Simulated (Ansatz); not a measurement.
**C2H3BO: rigid scan of one bond length from a Python script**

The task is a rigid scan of one bond length, for C2H3BO.

Computed with the Python package of Ansatz 0.2.0. Level of theory: CAM-B3LYP/def2-SVP.

### 1 Starting point

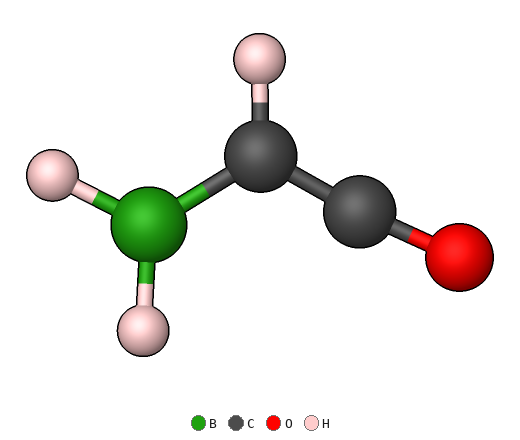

The starting structure, viewed from a chosen angle; boron green, carbon dark grey, oxygen red, hydrogen pink.

No structure file is read: the coordinates are typed or built in the script.

### 2 Script

Contents of scan.py:

```python
"""Stretching a bond of C2H3BO, the rest held rigid."""

import ansatz as az
import matplotlib.pyplot as plt
import numpy as np

GEOMETRY = """
B    -0.64450    0.82070   -0.19580
C     0.48310   -0.15340   -0.29340
C     0.52620   -1.14590    0.53000
O     0.70190   -2.08340    1.33430
H    -0.74700    1.75850   -0.98810
H    -1.53460    0.76070    0.61290
H     1.27600   -0.02520   -1.04560
"""

molecule = az.Crystal.molecule()
for line in GEOMETRY.strip().splitlines():
    symbol, *xyz = line.split()
    molecule = molecule.atom(symbol, [float(v) for v in xyz])

symbols = [site.symbol for site in molecule.cartesian_sites]
start = np.array([site.position_ang for site in molecule.cartesian_sites])
axis = (start[3] - start[2]) / np.linalg.norm(start[3] - start[2])
moving = [3]
lengths, energies = [1.098, 1.148, 1.198, 1.248, 1.298, 1.347, 1.397, 1.472], []
for length in lengths:
    xyz = start.copy()
    xyz[moving] += (length - np.linalg.norm(start[3] - start[2])) * axis
    point = az.Crystal.molecule()
    for symbol, place in zip(symbols, xyz):
        point = point.atom(symbol, place.tolist())
    base = (
        point.calculation()
        .basis(gaussian="def2-SVP")
        .functional("cam_b3lyp")
    )
    r = base.run(threads=1, backend="cpu").report
    energies.append(r["free_energy_ev"])
    print(f"r = {length:6.3f} A  E = {energies[-1]:.5f} eV  <S^2> = {abs(r['mean_field']['state']['spin_squared']):.3f}")

# quartic fit about the minimum
fit = np.polynomial.Polynomial.fit(lengths, np.array(energies) - min(energies), 4).convert()
roots = [r.real for r in fit.deriv().roots() if abs(r.imag) < 1e-9 and fit.deriv(2)(r.real) > 0]
r_e = min(roots, key=lambda r: abs(r - lengths[int(np.argmin(energies))]))
print(f"minimum of the fit at {r_e:.4f} A, force constant {fit.deriv(2)(r_e):.2f} eV/A^2")
plt.figure(figsize=(4.5, 3))
plt.plot(lengths, np.array(energies) - min(energies), "o-")
plt.xlabel("bond length (A)")
plt.ylabel("E - E(min) (eV)")
plt.tight_layout()
plt.savefig("scan.png", dpi=100)
```

### 3 The input behind the calls

The package turns the script's settings into the engine's input (first run):

```yaml
crystal:
  periodic: [false, false, false]
  atoms:
    - { symbol: B, position_ang: [-0.6445, 0.8207, -0.1958] }
    - { symbol: C, position_ang: [0.4831, -0.1534, -0.2934] }
    - { symbol: C, position_ang: [0.5262, -1.1459, 0.53] }
    - { symbol: O, position_ang: [0.6808233556543799, -1.9709392482981287, 1.2378176718999305] }
    - { symbol: H, position_ang: [-0.747, 1.7585, -0.9881] }
    - { symbol: H, position_ang: [-1.5346, 0.7607, 0.6129] }
    - { symbol: H, position_ang: [1.276, -0.0252, -1.0456] }
basis:
  gaussian:
    orbitals: def2-SVP
hamiltonian:
  xc: cam_b3lyp
```

### 4 Running it

Command:

```sh
python scan.py
```

Log:

```text
r =  1.098 A  E = -4838.78100 eV  <S^2> = 0.000
r =  1.148 A  E = -4838.96054 eV  <S^2> = 0.000
r =  1.198 A  E = -4838.84862 eV  <S^2> = 0.000
r =  1.248 A  E = -4838.53195 eV  <S^2> = 0.000
r =  1.298 A  E = -4838.07535 eV  <S^2> = 0.000
r =  1.347 A  E = -4837.53909 eV  <S^2> = 0.000
r =  1.397 A  E = -4836.93730 eV  <S^2> = 0.000
r =  1.472 A  E = -4835.98914 eV  <S^2> = 0.000
minimum of the fit at 1.1515 A, force constant 111.97 eV/A^2
```

It took 10 s on 1 thread of Arm Neoverse V2, shared host; peak memory 0.24 GiB.

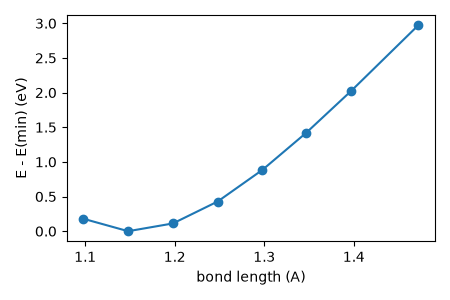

scan.png, as the script drew it.

### 5 What changed from run to run

The engine's inputs for some of the other runs:

Run 2, against run 1:

```diff
@@ -7 +7 @@
-    - { symbol: O, position_ang: [0.6808233556543799, -1.9709392482981287, 1.2378176718999305] }
+    - { symbol: O, position_ang: [0.6878644920685137, -2.008509341572178, 1.270049806321603] }
```

Run 5, against run 1:

```diff
@@ -7 +7 @@
-    - { symbol: O, position_ang: [0.6808233556543799, -1.9709392482981287, 1.2378176718999305] }
+    - { symbol: O, position_ang: [0.7089879013109154, -2.121219621394327, 1.366746209586621] }
```

Run 6, against run 1:

```diff
@@ -7 +7 @@
-    - { symbol: O, position_ang: [0.6808233556543799, -1.9709392482981287, 1.2378176718999305] }
+    - { symbol: O, position_ang: [0.7158882149967666, -2.1580383128028955, 1.39833370131986] }
```

### 6 Run by run

From the records of these 8 runs:

```
run  distance (Å)  energy from run 2 (eV)  SCF cycles  CPU time (s)
  1          1.10                  0.1795          14             1
  2          1.15                  0.0000          16           1.1
  3          1.20                  0.1119          16           1.1
  4          1.25                  0.4286          16           1.1
  5          1.30                  0.8852          16           1.1
  6          1.35                  1.4215          16           1.1
  7          1.40                  2.0232          16           1.1
  8          1.47                  2.9714          18           1.1
```

### 7 Summary of results

| quantity | value |
| --- | --- |
| bond length at the fit's minimum | 1.1515 Å |
| runs compared | 8 |
| range of energy | 2.971 eV |
| lowest point, distance (Å) | 1.15 |

What this shows: The curve has its lowest point inside the range, at 1.15. The ends stand 0.18 and 2.97 eV above it. The distance scanned is the script's pair 2, 3. Notes:
- The rest of the molecule is held rigid at a force-field or estimated start geometry, and the basis set is modest; single-reference methods fail as a bond breaks.
- The orbitals are restricted, so S² is zero by construction.
- Toward dissociation an unrestricted state lies under the restricted one, by 1 to 2 eV or more.
